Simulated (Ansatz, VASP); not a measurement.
## Cross-check of Ta between VASP and Ansatz

Aim: how closely do two programs agree when they are given the same cell, functional and k mesh?

Main program and level: Ansatz 0.2.0; plane waves, with VASP 6.6.1 beside it; band structure at PBEsol, spin-orbit coupling and single point at PBEsol, spin-orbit coupling.

## (1) Set-up

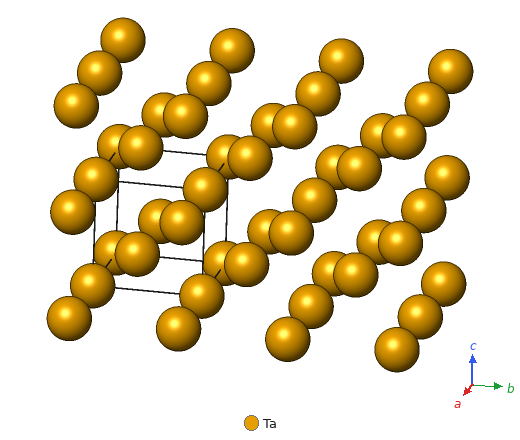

The starting structure, seen slightly off an axis (tantalum orange). 2×3×2 cells are drawn. This picture shows the conventional cell, with its axes. Some periodic images of atoms are drawn too.

Coordinates:

```cif
data_structure
_symmetry_space_group_name_H-M 'Im-3m'
_symmetry_Int_Tables_number 229
_cell_length_a 3.3026
_cell_length_b 3.3026
_cell_length_c 3.3026
_cell_angle_alpha 90.000
_cell_angle_beta 90.000
_cell_angle_gamma 90.000
_cell_volume 36.02
loop_
_atom_site_label
_atom_site_type_symbol
_atom_site_symmetry_multiplicity
_atom_site_Wyckoff_symbol
_atom_site_fract_x
_atom_site_fract_y
_atom_site_fract_z
_atom_site_occupancy
Ta1 Ta 2 a 0.00000 0.00000 0.00000 1
```

## (2) VASP: band structure, PBEsol, spin-orbit coupling

Levels along a path test the potential and the projectors away from the mesh points.

Lines of VASP's logs that name or quote its potential files are left out, and so is its time.

Contents of INCAR:

```
SYSTEM = Ta
PREC = Accurate
ENCUT = 400
EDIFF = 1E-06
NELM = 100
ISMEAR = -1
SIGMA = 0.05
LREAL = .FALSE.
ALGO = Normal
GGA = PS
LNONCOLLINEAR = .TRUE.
MAGMOM = 0 0 0
NBANDS = 22
GGA_COMPAT = .FALSE.
LASPH = .TRUE.
LSORBIT = .TRUE.
LMAXMIX = 4
LORBIT = 11
LWAVE = .FALSE.
LCHARG = .FALSE.
KPAR = 2
```

Contents of POSCAR:

```
Ta
1.0
   -1.6512800000      1.6512800000      1.6512800000
    1.6512800000     -1.6512800000      1.6512800000
    1.6512800000      1.6512800000     -1.6512800000
Ta
1
Direct
    0.0000000000      0.0000000000      0.0000000000
```

Contents of KPOINTS:

```
Automatic mesh
0
Gamma
14 14 14
0 0 0
```

Contents of KPOINTS_OPT:

```
Line mode
16
Line-mode
Reciprocal
  0.00000000   0.00000000   0.00000000 GAMMA
  0.50000000  -0.50000000   0.50000000 H

  0.50000000  -0.50000000   0.50000000 H
  0.00000000   0.00000000   0.50000000 N

  0.00000000   0.00000000   0.50000000 N
  0.00000000   0.00000000   0.00000000 GAMMA

  0.00000000   0.00000000   0.00000000 GAMMA
  0.25000000   0.25000000   0.25000000 P

  0.25000000   0.25000000   0.25000000 P
  0.50000000  -0.50000000   0.50000000 H

  0.25000000   0.25000000   0.25000000 P
  0.00000000   0.00000000   0.50000000 N
```

The projector-augmented-wave data sets are Ta_pv (PBE family, release 64).

Started as:

```
$ mpirun -np 2 vasp_ncl
```

Numbers of over 12 decimals in the logs are rounded to 6 here.

The log of the run:

```text
[banner, memory and clock lines left out]
running    2 mpi-ranks, on    1 nodes
 distrk:  each k-point on    1 cores,    2 groups
 distr:  one band on    1 cores,    1 groups

 POSCAR found type information on POSCAR Ta
 POSCAR found :  1 types and       1 ions
|                                                                             |
|               ----> ADVICE to this user running VASP <----                  |
|                                                                             |
|     You enforced a specific xc type in the INCAR file but a different       |
|     [... a line on the potential file left out ...]
|     I HOPE YOU KNOW WHAT YOU ARE DOING!                                     |
|                                                                             |

 LDA part: xc-table for (Slater+PW92), standard interpolation
 POSCAR, INCAR and KPOINTS ok, starting setup
 FFT: planning ... GRIDC
 FFT: planning ... GRID_SOFT
 FFT: planning ... GRID
 WAVECAR not read
 entering main loop
       N       E                     dE             d eps       ncg     rms          rms(c)
DAV:   1     0.811641056111E+02    0.81164E+02   -0.51234E+03  4576   0.850E+02
DAV:   2    -0.114440970916E+02   -0.92608E+02   -0.89808E+02  5390   0.287E+02
DAV:   3    -0.137823922851E+02   -0.23383E+01   -0.23174E+01  5540   0.448E+01
DAV:   4    -0.137936206487E+02   -0.11228E-01   -0.11226E-01  5222   0.335E+00
DAV:   5    -0.137937037130E+02   -0.83064E-04   -0.83053E-04  5506   0.260E-01    0.138E+01
DAV:   6    -0.133937670802E+02    0.39994E+00   -0.33061E-01  5282   0.654E+00    0.667E+00
DAV:   7    -0.132740630015E+02    0.11970E+00   -0.27570E-01  5320   0.549E+00    0.117E+00
DAV:   8    -0.132737895838E+02    0.27342E-03   -0.87644E-03  5388   0.553E-01    0.282E-01
DAV:   9    -0.132727516503E+02    0.10379E-02   -0.13304E-03  5396   0.456E-01    0.413E-02
DAV:  10    -0.132727350142E+02    0.16636E-04   -0.43255E-05  5208   0.782E-02    0.217E-02
DAV:  11    -0.132727327561E+02    0.22581E-05   -0.49859E-06  5434   0.262E-02    0.640E-03
DAV:  12    -0.132727327556E+02    0.45043E-09   -0.53152E-08  2996   0.264E-03
   1 F= -.13272733E+02 E0= -.13268172E+02  d E =-.912243E-02  mag=    -0.0000    -0.0000     0.0000
 Start KPOINTS_OPT (optional k-point list driver)
k-point batch [1-96\96]
       N       E                     dE             ncg
DAV:   1    -0.567155998200E+04   -0.37783E+05     4232
DAV:   2    -0.144938814144E+05   -0.88223E+04     5016
DAV:   3    -0.147045395965E+05   -0.21066E+03     5026
DAV:   4    -0.147055961651E+05   -0.10566E+01     5006
DAV:   5    -0.147056047486E+05   -0.85835E-02     4946
DAV:   6    -0.147056048701E+05   -0.12154E-03     5044
DAV:   7    -0.147056048723E+05   -0.22139E-05     4076
DAV:   8    -0.147056048724E+05   -0.10627E-06     3008
```

From OUTCAR (step 2):

```text
ion  position               nearest neighbor table
   1  0.000  0.000  0.000-

  LATTYP: Found a body centered cubic cell.
 ALAT       =     3.3025600000

 Subroutine GETGRP returns: Found 48 space group operations
 (whereof 48 operations were pure point group operations)

The static configuration has the point symmetry O_h .

 Found    104 irreducible k-points:

   k-points           NKPTS =    104   k-points in BZ     NKDIM =    104   number of bands    NBANDS=     22

   dimension x,y,z NGX =    20 NGY =   20 NGZ =   20
   dimension x,y,z NGXF=    40 NGYF=   40 NGZF=   40

   ENCUT  =  400.0 eV  29.40 Ry    5.42 a.u.   4.66  4.66  4.66*2*pi/ulx,y,z

   NELECT =      11.0000    total number of electrons

 k-points in reciprocal lattice and weights: Automatic mesh
   0.00000000  0.00000000  0.00000000       0.000
   0.07142857  0.00000000  0.00000000       0.004
   0.14285714  0.00000000  0.00000000       0.004
   0.21428571  0.00000000  0.00000000       0.004
   0.28571429  0.00000000  0.00000000       0.004
   0.35714286  0.00000000  0.00000000       0.004
   0.42857143  0.00000000  0.00000000       0.004
   0.50000000  0.00000000  0.00000000       0.002
   0.07142857  0.07142857  0.00000000       0.009
[...]
0.50000000  0.50000000  0.42857143       0.004
   0.50000000  0.50000000  0.50000000       0.000

 average (electrostatic) potential at core
       1 -36.2817

 E-fermi :   5.2889

 k-point     1 :       0.0000    0.0000    0.0000
  band No.  band energies     occupation
    ...
      4     -25.1405      1.00000
      5     -25.1405      1.00000
      6     -25.1405      1.00000
      7      -2.6076      1.00000
      8      -2.6076      1.00000
      9       5.8698      0.00001
     10       5.8698      0.00001
     11       5.8698      0.00001
     12       5.8698      0.00001
     13       6.2868      0.00000
    ...

 k-point     2 :       0.0714    0.0000    0.0000
  band No.  band energies     occupation
    ...
      4     -25.1998      1.00000
      5     -25.1519      1.00000
      6     -25.1519      1.00000
      7      -2.3767      1.00000
      8      -2.3767      1.00000
      9       5.7763      0.00006
     10       5.7763      0.00006
     11       5.9147      0.00000
     12       5.9147      0.00000
     13       6.3675      0.00000
    ...

 k-point     3 :       0.1429    0.0000    0.0000
  band No.  band energies     occupation
    ...
      4     -25.3619      1.00000
      5     -25.1834      1.00000
      6     -25.1834      1.00000
      7      -1.7257      1.00000
      8      -1.7257      1.00000
      9       5.4498      0.03848
     10       5.4498      0.03848
     11       5.7397      0.00012
     12       5.7397      0.00012
     13       6.9409      0.00000
    ...

  Total       -0.4264169     -0.4264169     -0.4264169      0.0000000     -0.0000000      0.0000000
  in kB      -37.9334938    -37.9334938    -37.9334938      0.0000000     -0.0000000      0.0000000
  external PRESSURE =     -37.9334938 kB  Pullay stress =       0.0000000 kB

  energy-cutoff  :      400.00
  volume of cell :       18.01
      direct lattice vectors                 reciprocal lattice vectors
    -1.651280000  1.651280000  1.651280000     0.000000000  0.302795407  0.302795407
     1.651280000 -1.651280000  1.651280000     0.302795407  0.000000000  0.302795407
     1.651280000  1.651280000 -1.651280000     0.302795407  0.302795407  0.000000000

 POSITION                                       TOTAL-FORCE (eV/Angst)
 -----------------------------------------------------------------------------------
      0.00000      0.00000      0.00000        -0.000000     -0.000000     -0.000000
 -----------------------------------------------------------------------------------
    total drift:                               -0.000000     -0.000000      0.000000

  FREE ENERGIE OF THE ION-ELECTRON SYSTEM (eV)
  ---------------------------------------------------
  free  energy   TOTEN  =       -13.2727327556 eV

  energy  without entropy=      -13.2636103269  energy(sigma->0) =      -13.26817154

 Spin-Orbit-Coupling matrix elements
 Ion:    1  E_soc:     -1.4154295

 total charge
# of ion       s       p       d       tot
------------------------------------------
    1        0.369   6.168   2.407   8.945

 magnetization (x)
# of ion       s       p       d       tot
------------------------------------------
    1       -0.000   0.000   0.000   0.000

 magnetization (y)
# of ion       s       p       d       tot
------------------------------------------
    1        0.000   0.000   0.000   0.000

 magnetization (z)
# of ion       s       p       d       tot
------------------------------------------
    1        0.000   0.000   0.000   0.000

[... 3 further parts left out ...]
```

The run ends at a pressure of -3.79 GPa.

## (3) Ansatz: band structure, PBEsol, spin-orbit coupling

Ansatz runs on its fully relativistic PAW (standard-fr) files.

The same cell, functional, mesh and smearing now go to Ansatz, which takes its cutoff from its data sets.

Contents of input.yaml:

```yaml
crystal:
  lattice:
    - [-1.65128, 1.65128, 1.65128]
    - [1.65128, -1.65128, 1.65128]
    - [1.65128, 1.65128, -1.65128]
  atoms:
    - { symbol: Ta, position: [0.0, 0.0, 0.0] }
hamiltonian:
  xc: pbesol
  pseudopotentials: { kind: paw_fr }
magnetization:
  noncollinear: true
  spin_orbit: true
kpoints:
  mp_grid: { grid: [14, 14, 14] }
  band_path:
    path:
      - [0.0, 0.0, 0.0]
      - [0.1, -0.1, 0.1]
      - [0.2, -0.2, 0.2]
      - [0.3, -0.3, 0.3]
      - [0.43333, -0.43333, 0.43333]
      - [0.5, -0.5, 0.5]
      - [0.4, -0.4, 0.5]
      - [0.3, -0.3, 0.5]
      - [0.16667, -0.16667, 0.5]
      - [0.06667, -0.06667, 0.5]
      - [0.0, 0.0, 0.5]
      - [0.0, 0.0, 0.36667]
      - [0.0, 0.0, 0.26667]
      - [0.0, 0.0, 0.16667]
      - [0.0, 0.0, 0.06667]
      - [0.01667, 0.01667, 0.01667]
      - [0.06667, 0.06667, 0.06667]
      - [0.11667, 0.11667, 0.11667]
      - [0.16667, 0.16667, 0.16667]
      - [0.23333, 0.23333, 0.23333]
      - [0.26667, 0.2, 0.26667]
      - [0.31667, 0.05, 0.31667]
      - [0.38333, -0.15, 0.38333]
      - [0.43333, -0.3, 0.43333]
      - [0.48333, -0.45, 0.48333]
      - [0.23333, 0.23333, 0.26667]
      - [0.16667, 0.16667, 0.33333]
      - [0.11667, 0.11667, 0.38333]
      - [0.06667, 0.06667, 0.43333]
      - [0.0, 0.0, 0.5]
    npoints: 1
scf:
  occupations: { method: fermi_dirac, width: 0.05 }
  n_extra_bands: 12
output:
  forces: true
  stress: true
  eigenvalues: true
```

Started as:

```
$ ansatz run input.yaml --threads 2 --pin off --max-ram 4608MiB --backend cpu --events-out ev --progress --plain --runs-dir out
```

The log of the run:

```text
scf.n_extra_bands = 12 over 13 filled bands (N_el = 13.0): the run solves 25 bands
Engine: ansatz 0.2.0, aarch64-unknown-linux-gnu
Pseudopotentials: kind: paw_fr
Pseudopotential: Ta, paw_fr, valence charge 13, recommended cutoff 420 eV (normal), Ta.paw.azcp#standard-fr
Functional definition: PBEsol
  exchange = pbesol_x
  correlation = pbesol_c
non-collinear run that drives no moment, with spin-orbit: no starting moment large enough to seed its density (crystal.atoms[].spin), no starting occupations that ask for one, no magnetisation constraint and no magnetic field, so the semilocal B_xc is pinned to zero
Crystal: 1 atoms, lattice volume = 18.010 Å³
Basis set: ecut = 420 eV, 369 PW (Γ), exchange–correlation on 40×40×40 points (8 copies of the dense FFT grid, shifted against one another)
Bands: 25, of which v1, the nominal top of the filled ones, is band 13 counted from 1 (12 counted from 0)
Symmetry: 48 space group operations + 48 with time reversal
Magnetic group: BNS 229.141 (UNI 1643), of the structure as read, at distance tolerance 2.6e-5 Å
k-points: 104 of 2744
Projection manifold: j_resolved (fully-relativistic pseudo-atomic orbitals)
Non-local potential: Ta, projectors of the file, l = 0: 3, l = 1: 4, l = 2: 4, l = 3: 2
PAW form: soft (Blöchl's): semilocal exchange-correlation on the pseudo side does not see the compensation charge
PAW frozen core: Ta, regenerated for the run's functional, and the local potential with it (the file was generated under x = pbe(κ = 0.804, μ = 0.219515), c = pbe(β = 0.066725))
PAW one-centre angular grid: Ta, 590 points (default); XC on 64 Gauss nodes
Initial density: superposition of atomic densities (chi_scale 0.1, normalization cell)
Initial wavefunctions: pseudopotential atomic-orbital guess
Functional: x = pbesol(κ = 0.804, μ = 0.123457), c = pbesol(β = 0.046)
SCF iter   1: F=—  HF=-9828.720732 eV  |F-HF|=—  |Δ(HF+E_count)|=         —  Δρ=4.15e-2  dr2=2.95e-1  dr2_m=0.00e0 (ungated)  ethr=3.10e-3  |M|=0.00e0 ∫|m|=0.00e0 μB  |m|>n=0.0e0 m-floor=0.0e0 τ_xc=0.0e0  β_m=0.30  ⟨swp⟩=5.8  Hψ=13063  notcnv=0  defer=84
preconditioner: auto → none  [metal: Δε(μ)=0.029 eV  Ē_g=10.813 eV  σ=0.050 eV  W_gap=0.14  n_scr=0 (ndim 8)  ℏωp=19.6 eV  f_vac=0.000  D(μ)=1.09/eV (n_scr^D=12)]
SCF iter   2: F=—  HF=-9828.638172 eV  |F-HF|=—  |Δ(HF+E_count)|=   8.26e-2  Δρ=2.52e-2  dr2=8.81e-2  dr2_m=0.00e0 (ungated)  ethr=2.27e-3  |M|=0.00e0 ∫|m|=0.00e0 μB  |m|>n=0.0e0 m-floor=0.0e0 τ_xc=0.0e0  β_m=0.49  ⟨swp⟩=2.0  Hψ=4068  notcnv=0  defer=565
SCF iter   3: F=—  HF=-9828.617141 eV  |F-HF|=—  |Δ(HF+E_count)|=   2.10e-2  Δρ=5.18e-3  dr2=1.69e-3  dr2_m=0.00e0 (ungated)  ethr=6.78e-4  |M|=0.00e0 ∫|m|=0.00e0 μB  |m|>n=0.0e0 m-floor=0.0e0 τ_xc=0.0e0  β_m=0.66  ⟨swp⟩=3.0  Hψ=3895  notcnv=0  defer=576
SCF iter   4: F=—  HF=-9828.618041 eV  |F-HF|=—  |Δ(HF+E_count)|=   9.00e-4  Δρ=2.17e-4  dr2=5.04e-6  dr2_m=0.00e0 (ungated)  ethr=1.30e-5  |M|=0.00e0 ∫|m|=0.00e0 μB  |m|>n=0.0e0 m-floor=0.0e0 τ_xc=0.0e0  β_m=0.70  ⟨swp⟩=1.1  Hψ=2151  notcnv=0  defer=576
SCF iter   5: F=—  HF=-9828.618047 eV  |F-HF|=—  |Δ(HF+E_count)|=   6.70e-6  Δρ=6.94e-5  dr2=1.94e-7  dr2_m=0.00e0 (ungated)  ethr=3.88e-8  |M|=0.00e0 ∫|m|=0.00e0 μB  |m|>n=0.0e0 m-floor=0.0e0 τ_xc=0.0e0  β_m=0.85  ⟨swp⟩=2.0  Hψ=3383  notcnv=0  defer=576
SCF iter   6: F=—  HF=-9828.618048 eV  |F-HF|=—  |Δ(HF+E_count)|=   2.80e-7  Δρ=1.26e-4  dr2=7.56e-7  dr2_m=0.00e0 (ungated)  ethr=7.69e-10  |M|=0.00e0 ∫|m|=0.00e0 μB  |m|>n=0.0e0 m-floor=0.0e0 τ_xc=0.0e0  β_m=0.85  ⟨swp⟩=9.2  Hψ=14046  notcnv=0
SCF iter   7: F=-9828.618047 eV  HF=-9828.618047 eV  |F-HF|=2.56e-9  |Δ(HF+E_count)|=   3.35e-7  Δρ=9.95e-6  dr2=5.02e-9  dr2_m=0.00e0 (ungated)  ethr=7.69e-10  |M|=0.00e0 ∫|m|=0.00e0 μB  |m|>n=0.0e0 m-floor=0.0e0 τ_xc=0.0e0  ⟨swp⟩=2.6  Hψ=7954  notcnv=0
SCF 1 converged in 7 iterations: F = -9828.618047 eV  dr2 = 5.02e-9
  greatest PAW one-centre occupation: 1.000 electrons in one spin orbital (limit 2), on the Ta atom at site 0 (counted from 0), in its partial waves of l = 0
NSCF: frozen V_eff on 30 k-points
SCF converged after 7 iterations
Magnetization: |M| = 0.0000 μB,  M = (+0.0000, +0.0000, +0.0000) μB
Absolute magnetization: 0.0000 μB (∫|m|)
  site 0: m = (+0.0000, +0.0000, +0.0000) μB, |m| = 0.0000 μB  (R = 1.18 Å)
Free energy (F): -9828.618047 eV
Harris-Foulkes:  -9828.618047 eV  (|F-HF|=2.56e-9)
Internal energy: -9828.609638 eV  (E = F + TS)
E sigma→0 (E₀):  -9828.613843 eV
Entropy (-TS):   -0.008409 eV (-8.409 meV/atom)
Fermi energy:    18.437240 eV
--- Per-component energies (eV) ---
  E_band       = -107.897060
  E_kinetic    = 365.741690
  E_local      = -550.178065  (includes V_loc(G=0)·N_el)
  E_nonlocal   = 14.255889
  E_hartree    = 190.230470
  E_xc         = -216.514755
  E_vxc        = -203.400748  (∫ρ·V_xc dr)
  E_paw        = -8291.551941  (= ΣΔE_a)
  E_vpaw       = -114.777237  (= ΣTr[D̂ρ^β])
  E_aug_tail   = 0.000152  (compensation charges beyond the density's cutoff)
  E_ewald      = -1340.811443
  E_core_change = 0.218366  (= ΣΔE_core)
  E_smearing   = -0.008409  (= −TS)
  E_closure    = 0.000000  (closes the sum)
  Σ components = -9828.618047   (vs F -9828.618047, Δ=0.00e0)
--- Forces (eV/Å), atoms counted from 1 ---
  atom   1  Ta     0.00000000    -0.00000000     0.00000000
  max |Σ_I F_I| component: 4.34e-24 eV/Å
--- Stress (GPa, compression-positive) ---
       -3.920879       0.000000       0.000000
        0.000000      -3.920879       0.000000
        0.000000       0.000000      -3.920879
  P = ⅓ Tr σ = -3.9209 GPa (-39.209 kbar)
--- Band table (eV; the first three rows and the last of 104) ---
  k-point 0: bands = [... 9 lower, 10.5748, 19.0466, 19.0466, 19.0466, 19.0466, 19.4689, 19.4689, 22.5200, ... 8 higher]
  k-point 1: bands = [... 9 lower, 10.8015, 18.9528, 18.9528, 19.0906, 19.0906, 19.5486, 19.5486, 22.2834, ... 8 higher]
  k-point 2: bands = [... 9 lower, 11.4414, 18.6261, 18.6261, 18.9108, 18.9108, 20.1199, 20.1199, 21.8966, ... 8 higher]
  k-point 103: bands = [... 9 lower, 14.6613, 14.6613, 14.6613, 25.1401, 25.1401, 25.1401, 25.1401, 25.4604, ... 8 higher]
```

Run time: 11 s. Hardware: 2 threads of Arm Neoverse N1, shared host; peak memory 0.39 GiB.

## (4) Side by side

Known differences besides the PAW data sets themselves: spin-orbit coupling enters by fully relativistic files in Ansatz and inside the spheres in VASP; the data sets hold 13 valence electrons in Ansatz (fully relativistic PAW (standard-fr) files) and 11 in VASP; the cutoff is 420 eV in Ansatz and 400 eV in VASP; Ansatz makes its cores anew for this functional, VASP keeps those of its PBE data sets. Total energies have different zeros and are not compared.

The two programs side by side:

| quantity | Ansatz | VASP | difference |
| --- | --- | --- | --- |
| pressure (GPa) | -3.92 | -3.79 | -0.13 |

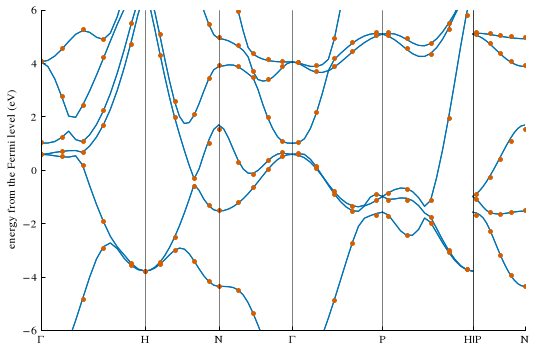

Bands from VASP (lines) and levels from Ansatz (dots). Dots without a line are higher empty bands that the VASP plot leaves out.

Levels from 3 eV below to 2 eV above the Fermi level differ by 42 meV r.m.s. and 135 meV at most; each VASP level is matched to the nearest of Ansatz, which flatters the figure a little. Ansatz's pressure holds a Pulay correction of 0.05 GPa; VASP's holds none.

(Continued in part 2 of 2.)

[Lines on the potential files, build, host, timing and source positions are cut from VASP's logs without a mark.]

[Logs are printed without paths, hosts, clocks, repeated set-up lines and the standing remarks that a program may print on its own settings, such as how far it seeks lower states.]

[Hosts, paths, dates, database ids (printed as entryN), source tags and the programs' standing remarks are cut or masked in the printed files.]
